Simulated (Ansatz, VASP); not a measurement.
**BP in two plane-wave programs**

Aim: how closely do two programs agree when they are given the same cell, functional and k mesh? The cell is taken from a series of VASP runs on this material, whose earlier steps may have relaxed, scaled or displaced it; both programs get it as it stands. Other levels of theory on this material are compared in a session of their own. Valence electrons are named where the data sets of a main pair hold unlike numbers.

Calculated with Ansatz 0.2.0; plane waves, with VASP 6.6.1 beside it; band structure at LDA, spin-orbit coupling.

### 1. Set-up

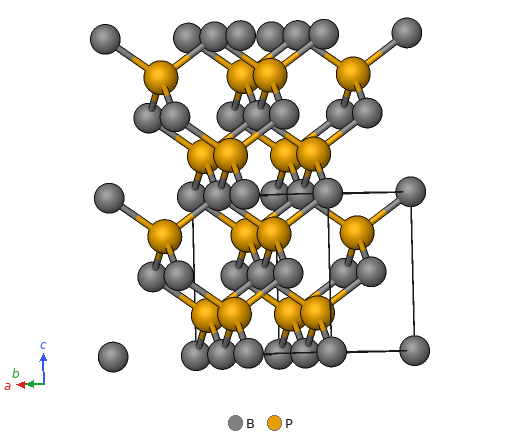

Start, viewed from a free direction; boron grey, phosphorus orange. 1×2×2 cells are drawn. This picture shows the conventional cell, with its axes. Bonds to atoms that aren't drawn are left out. Some periodic images of atoms are drawn too.

### 2. Ansatz: band structure, LDA, spin-orbit coupling

Ansatz runs on its fully relativistic PAW (standard-fr) files.

The same path points are solved in both programs, so levels can be compared one by one.

input.yaml

```yaml
crystal:
  lattice:
    - [0.0, 2.269, 2.269]
    - [2.269, 0.0, 2.269]
    - [2.269, 2.269, 0.0]
  atoms:
    - { symbol: B, position: [0.0, 0.0, 0.0] }
    - { symbol: P, position: [0.25, 0.25, 0.25] }
hamiltonian:
  xc: lda
  pseudopotentials: { kind: paw_fr }
magnetization:
  noncollinear: true
  spin_orbit: true
kpoints:
  mp_grid: { grid: [10, 10, 10] }
  band_path:
    path:
      - [0.0, 0.0, 0.0]
      - [0.16667, 0.0, 0.16667]
      - [0.33333, 0.0, 0.33333]
      - [0.4, 0.0, 0.4]
      - [0.5, 0.0, 0.5]
      - [0.5, 0.08333, 0.58333]
      - [0.5, 0.18333, 0.68333]
      - [0.5, 0.25, 0.75]
      - [0.45, 0.3, 0.75]
      - [0.40833, 0.34167, 0.75]
      - [0.35, 0.35, 0.7]
      - [0.225, 0.225, 0.45]
      - [0.075, 0.075, 0.15]
      - [0.03333, 0.03333, 0.03333]
      - [0.23333, 0.23333, 0.23333]
      - [0.4, 0.4, 0.4]
      - [0.51667, 0.46667, 0.51667]
      - [0.55833, 0.38333, 0.55833]
      - [0.60833, 0.28333, 0.60833]
      - [0.60833, 0.25, 0.64167]
      - [0.55833, 0.25, 0.69167]
      - [0.51667, 0.25, 0.73333]
      - [0.5, 0.3, 0.7]
      - [0.5, 0.38333, 0.61667]
      - [0.5, 0.48333, 0.51667]
      - [0.475, 0.475, 0.55]
      - [0.425, 0.425, 0.65]
      - [0.38333, 0.38333, 0.73333]
      - [0.59167, 0.18333, 0.59167]
      - [0.55, 0.1, 0.55]
      - [0.5, 0.0, 0.5]
    npoints: 1
scf:
  occupations: { method: gaussian, width: 0.02 }
  n_extra_bands: 14
output:
  forces: true
  stress: true
  eigenvalues: true
```

Command:

```sh
> ansatz run input.yaml --threads 2 --pin off --max-ram 4608MiB --backend cpu --events-out ev --progress --plain --runs-dir out
```

Numbers of over 12 decimals in the logs are rounded to 6 here.

Output:

```text
scf.n_extra_bands = 14 over 8 filled bands (N_el = 8.0): the run solves 22 bands
Engine: ansatz 0.2.0, aarch64-unknown-linux-gnu
Pseudopotentials: kind: paw_fr
Pseudopotential: B, paw_fr, valence charge 3, recommended cutoff 420 eV (normal), B.paw.azcp#standard-fr
Pseudopotential: P, paw_fr, valence charge 5, recommended cutoff 420 eV (normal), P.paw.azcp#standard-fr
Functional definition: SPW92
  exchange = slater_x
  correlation = pw_c
non-collinear run that drives no moment, with spin-orbit: no starting moment large enough to seed its density (crystal.atoms[].spin), no starting occupations that ask for one, no magnetisation constraint and no magnetic field, so the semilocal B_xc is pinned to zero
Crystal: 2 atoms, lattice volume = 23.363 Å³
Basis set: ecut = 420 eV, 459 PW (Γ)
Bands: 22, of which v1, the nominal top of the filled ones, is band 8 counted from 1 (7 counted from 0)
Symmetry: 24 space group operations + 24 with time reversal
Magnetic group: BNS 216.75 (UNI 1577), of the structure as read, at distance tolerance 2.9e-5 Å
k-points: 47 of 1000 (time reversal used)
Projection manifold: j_resolved (fully-relativistic pseudo-atomic orbitals)
Non-local potential: B, projectors of the file, l = 0: 2, l = 1: 4, l = 2: 2
Non-local potential: P, projectors of the file, l = 0: 2, l = 1: 4, l = 2: 4
PAW form: soft (Blöchl's): semilocal exchange-correlation on the pseudo side does not see the compensation charge
PAW frozen core: B, regenerated for the run's functional, and the local potential with it (the file was generated under x = pbe(κ = 0.804, μ = 0.219515), c = pbe(β = 0.066725))
PAW frozen core: P, regenerated for the run's functional, and the local potential with it (the file was generated under x = pbe(κ = 0.804, μ = 0.219515), c = pbe(β = 0.066725))
PAW one-centre angular grid: B, 110 points (default); XC on 64 Gauss nodes
PAW one-centre angular grid: P, 110 points (default); XC on 64 Gauss nodes
Initial density: superposition of atomic densities (chi_scale 0.1, normalization cell, long waves kept (reshape's long-wave potential 0.00 eV rms))
Initial wavefunctions: pseudopotential atomic-orbital guess
Functional: x = slater, c = lda
SCF iter   1: F=—  HF=-877.412894 eV  |F-HF|=—  |Δ(HF+E_count)|=         —  Δρ=9.12e-2  dr2=2.14e0  dr2_m=0.00e0 (ungated)  ethr=3.10e-3  |M|=0.00e0 ∫|m|=0.00e0 μB  |m|>n=0.0e0 m-floor=0.0e0 τ_xc=0.0e0  β_m=0.30  ⟨swp⟩=7.0  Hψ=7653  notcnv=0  defer=72
preconditioner: auto → none  [insulator: Δε(μ)=1.979 eV  Ē_g=16.158 eV  σ=0.020 eV  W_gap=1.00  n_scr=0 (ndim 8)  ℏωp=21.7 eV  f_vac=0.000  D(μ)=0.00/eV (n_scr^D=0)  ε∞_Penn≈2.8]
SCF iter   2: F=—  HF=-876.804803 eV  |F-HF|=—  |Δ(HF+E_count)|=   6.08e-1  Δρ=4.74e-2  dr2=4.72e-1  dr2_m=0.00e0 (ungated)  ethr=3.10e-3  |M|=0.00e0 ∫|m|=0.00e0 μB  |m|>n=0.0e0 m-floor=0.0e0 τ_xc=0.0e0  β_m=0.42  ⟨swp⟩=2.8  Hψ=1998  notcnv=0  defer=356
SCF iter   3: F=—  HF=-876.636259 eV  |F-HF|=—  |Δ(HF+E_count)|=   1.69e-1  Δρ=1.32e-2  dr2=2.46e-2  dr2_m=0.00e0 (ungated)  ethr=3.10e-3  |M|=0.00e0 ∫|m|=0.00e0 μB  |m|>n=0.0e0 m-floor=0.0e0 τ_xc=0.0e0  β_m=0.52  ⟨swp⟩=2.7  Hψ=1346  notcnv=0  defer=356
SCF iter   4: F=—  HF=-876.628927 eV  |F-HF|=—  |Δ(HF+E_count)|=   7.33e-3  Δρ=2.04e-3  dr2=4.94e-4  dr2_m=0.00e0 (ungated)  ethr=3.07e-4  |M|=0.00e0 ∫|m|=0.00e0 μB  |m|>n=0.0e0 m-floor=0.0e0 τ_xc=0.0e0  β_m=0.71  ⟨swp⟩=3.0  Hψ=1360  notcnv=0  defer=356
SCF iter   5: F=—  HF=-876.628807 eV  |F-HF|=—  |Δ(HF+E_count)|=   1.20e-4  Δρ=1.08e-4  dr2=2.69e-6  dr2_m=0.00e0 (ungated)  ethr=6.18e-6  |M|=0.00e0 ∫|m|=0.00e0 μB  |m|>n=0.0e0 m-floor=0.0e0 τ_xc=0.0e0  β_m=0.62  ⟨swp⟩=3.0  Hψ=1298  notcnv=0  defer=356
SCF iter   6: F=—  HF=-876.628806 eV  |F-HF|=—  |Δ(HF+E_count)|=   1.59e-6  Δρ=2.49e-5  dr2=6.50e-8  dr2_m=0.00e0 (ungated)  ethr=1.25e-9  |M|=0.00e0 ∫|m|=0.00e0 μB  |m|>n=0.0e0 m-floor=0.0e0 τ_xc=0.0e0  β_m=0.78  ⟨swp⟩=12.1  Hψ=6961  notcnv=0
SCF iter   7: F=-876.628806 eV  HF=-876.628806 eV  |F-HF|=6.87e-11  |Δ(HF+E_count)|=   1.23e-8  Δρ=9.97e-7  dr2=1.20e-10  dr2_m=0.00e0 (ungated)  ethr=8.12e-10  |M|=0.00e0 ∫|m|=0.00e0 μB  |m|>n=0.0e0 m-floor=0.0e0 τ_xc=0.0e0  ⟨swp⟩=2.0  Hψ=2490  notcnv=0
SCF 1 converged in 7 iterations: F = -876.628806 eV  dr2 = 1.20e-10
  greatest PAW one-centre occupation: 0.770 electrons in one spin orbital (limit 2), on the P atom at site 1 (counted from 0), in its partial waves of l = 0
NSCF: frozen V_eff on 31 k-points
SCF converged after 7 iterations
Magnetization: |M| = 0.0000 μB,  M = (+0.0000, +0.0000, +0.0000) μB
Absolute magnetization: 0.0000 μB (∫|m|)
  site 0: m = (+0.0000, +0.0000, +0.0000) μB, |m| = 0.0000 μB  (R = 0.81 Å)
  site 1: m = (+0.0000, +0.0000, +0.0000) μB, |m| = 0.0000 μB  (R = 0.81 Å)
Free energy (F): -876.628806 eV
Harris-Foulkes:  -876.628806 eV  (|F-HF|=6.87e-11)
Internal energy: -876.628806 eV  (E = F + TS)
E sigma→0 (E₀):  -876.628806 eV
Fermi energy:    9.655784 eV
--- Per-component energies (eV) ---
  E_band       = 20.743039
  E_kinetic    = 122.031541
  E_local      = -70.106185  (includes V_loc(G=0)·N_el)
  E_nonlocal   = 46.892513
  E_hartree    = 16.965233
  E_xc         = -94.407101
  E_vxc        = -100.556684  (∫ρ·V_xc dr)
  E_paw        = -612.676601  (= ΣΔE_a)
  E_vpaw       = -11.448598  (= ΣTr[D̂ρ^β])
  E_aug_tail   = -0.000000  (compensation charges beyond the density's cutoff)
  E_ewald      = -285.491518
  E_core_change = 0.163312  (= ΣΔE_core)
  E_smearing   = -0.000000  (= −TS)
  E_closure    = 0.000000  (closes the sum)
  Σ components = -876.628806   (vs F -876.628806, Δ=0.00e0)
--- Forces (eV/Å), atoms counted from 1 ---
  atom   1  B      0.00000000    -0.00000000    -0.00000000
  atom   2  P     -0.00000000     0.00000000    -0.00000000
  max |Σ_I F_I| component: 2.41e-16 eV/Å
--- Stress (GPa, compression-positive) ---
       -5.226320       0.000000      -0.000000
        0.000000      -5.226320       0.000000
       -0.000000       0.000000      -5.226320
  P = ⅓ Tr σ = -5.2263 GPa (-52.263 kbar)
--- Band table (eV; the first three rows and the last of 47) ---
  k-point 0: bands = [... 4 lower, 9.0692, 9.0692, 9.0692, 9.0692, 12.4001, 12.4001, 12.4476, 12.4476, ... 10 higher]
  k-point 1: bands = [... 4 lower, 8.7483, 8.7483, 8.7765, 8.7765, 12.8124, 12.8124, 12.8516, 12.8517, ... 10 higher]
  k-point 2: bands = [... 4 lower, 8.1917, 8.1917, 8.2210, 8.2211, 13.0501, 13.0501, 13.5337, 13.5337, ... 10 higher]
  k-point 46: bands = [... 4 lower, 3.5040, 3.5277, 3.6788, 3.6790, 13.5880, 13.5929, 14.3665, 14.3672, ... 10 higher]
```

The job ended after 4.6 s (2 threads of Arm Neoverse V1, shared host; peak memory 0.34 GiB).

### 3. VASP: band structure, LDA, spin-orbit coupling

The same cell, functional (in two slightly different forms), mesh and smearing now go to VASP, with its own data sets.

Lines of VASP's logs that name or quote its potential files are left out, and so is its time.

INCAR

```
SYSTEM = BP
PREC = Accurate
ENCUT = 420
EDIFF = 1E-06
NELM = 100
ISMEAR = 0
SIGMA = 0.02
LREAL = .FALSE.
ALGO = Normal
GGA = CA
LNONCOLLINEAR = .TRUE.
MAGMOM = 0 0 0 0 0 0
NBANDS = 20
GGA_COMPAT = .FALSE.
LASPH = .TRUE.
LSORBIT = .TRUE.
LORBIT = 11
LWAVE = .FALSE.
LCHARG = .FALSE.
KPAR = 4
ISIF = 2
```

POSCAR

```
BP
1.0
    0.0000000000      2.2690000000      2.2690000000
    2.2690000000      0.0000000000      2.2690000000
    2.2690000000      2.2690000000      0.0000000000
B P
1 1
Direct
    0.0000000000      0.0000000000      0.0000000000
    0.2500000000      0.2500000000      0.2500000000
```

KPOINTS

```
Automatic mesh
0
Gamma
10 10 10
0 0 0
```

KPOINTS_OPT

```
Line mode
16
Line-mode
Reciprocal
  0.00000000   0.00000000   0.00000000 GAMMA
  0.50000000   0.00000000   0.50000000 X

  0.50000000   0.00000000   0.50000000 X
  0.50000000   0.25000000   0.75000000 W

  0.50000000   0.25000000   0.75000000 W
  0.37500000   0.37500000   0.75000000 K

  0.37500000   0.37500000   0.75000000 K
  0.00000000   0.00000000   0.00000000 GAMMA

  0.00000000   0.00000000   0.00000000 GAMMA
  0.50000000   0.50000000   0.50000000 L

  0.50000000   0.50000000   0.50000000 L
  0.62500000   0.25000000   0.62500000 U

  0.62500000   0.25000000   0.62500000 U
  0.50000000   0.25000000   0.75000000 W

  0.50000000   0.25000000   0.75000000 W
  0.50000000   0.50000000   0.50000000 L

  0.50000000   0.50000000   0.50000000 L
  0.37500000   0.37500000   0.75000000 K

  0.62500000   0.25000000   0.62500000 U
  0.50000000   0.00000000   0.50000000 X
```

PAW data sets: B and P (LDA family, release 64).

Command:

```sh
> mpirun -np 4 vasp_ncl
```

Output:

```text
[banner, memory and clock lines left out]
running    4 mpi-ranks, on    1 nodes
 distrk:  each k-point on    1 cores,    4 groups
 distr:  one band on    1 cores,    1 groups

 POSCAR found type information on POSCAR B P
 POSCAR found :  2 types and       2 ions
 LDA part: xc-table for (Slater(with rela. corr.)+CA(PZ))
 , standard interpolation
 POSCAR, INCAR and KPOINTS ok, starting setup
 FFT: planning ... GRIDC
 FFT: planning ... GRID_SOFT
 FFT: planning ... GRID
 WAVECAR not read
 entering main loop
       N       E                     dE             d eps       ncg     rms          rms(c)
DAV:   1     0.984221534914E+01    0.98422E+01   -0.29528E+03  2920   0.605E+02
DAV:   2    -0.142658135630E+02   -0.24108E+02   -0.22342E+02  3964   0.126E+02
DAV:   3    -0.152062571941E+02   -0.94044E+00   -0.93057E+00  3716   0.206E+01
DAV:   4    -0.152117795692E+02   -0.55224E-02   -0.55203E-02  3564   0.194E+00
DAV:   5    -0.152118237018E+02   -0.44133E-04   -0.44131E-04  3520   0.171E-01    0.734E+00
DAV:   6    -0.145082056942E+02    0.70362E+00   -0.46436E-01  3448   0.592E+00    0.392E+00
DAV:   7    -0.143998764997E+02    0.10833E+00   -0.18133E-01  3716   0.311E+00    0.131E+00
DAV:   8    -0.143870550491E+02    0.12821E-01   -0.21554E-02  3544   0.110E+00    0.217E-01
DAV:   9    -0.143869984922E+02    0.56557E-04   -0.16958E-03  3528   0.303E-01    0.119E-01
DAV:  10    -0.143870140176E+02   -0.15525E-04   -0.10944E-04  3576   0.724E-02    0.555E-02
DAV:  11    -0.143870180041E+02   -0.39865E-05   -0.21000E-05  3416   0.348E-02    0.275E-02
DAV:  12    -0.143870185796E+02   -0.57542E-06   -0.63755E-07  3132   0.614E-03
   1 F= -.14387019E+02 E0= -.14387019E+02  d E =-.178775E-14  mag=    -0.0000    -0.0000     0.0000
 Start KPOINTS_OPT (optional k-point list driver)
k-point batch [1-73\160]
       N       E                     dE             ncg
DAV:   1     0.251738564397E+04   -0.12166E+05     2920
DAV:   2     0.791875471555E+03   -0.17255E+04     4028
DAV:   3     0.724903361274E+03   -0.66972E+02     3744
DAV:   4     0.724508143967E+03   -0.39522E+00     3596
DAV:   5     0.724504769880E+03   -0.33741E-02     3580
DAV:   6     0.724504729167E+03   -0.40713E-04     3660
DAV:   7     0.724504728554E+03   -0.61262E-06     3024
[...]
k-point batch [147-160\160]
       N       E                     dE             ncg
DAV:   1     0.183017283523E+05   -0.39537E+04      560
DAV:   2     0.180036354411E+05   -0.29809E+03      780
DAV:   3     0.179945872447E+05   -0.90482E+01      736
DAV:   4     0.179945426870E+05   -0.44558E-01      720
DAV:   5     0.179945423482E+05   -0.33876E-03      688
DAV:   6     0.179945423450E+05   -0.32484E-05      716
DAV:   7     0.179945423449E+05   -0.31661E-07      588
```

(Continued in part 2 of 2.)

[Lines on the potential files, build, host, timing and source positions are cut from VASP's logs without a mark.]

[Logs are printed without paths, hosts, clocks, repeated set-up lines and the standing remarks that a program may print on its own settings, such as how far it seeks lower states.]

[Hosts, paths, dates, database ids (printed as entryN), source tags and the programs' standing remarks are cut or masked in the printed files.]
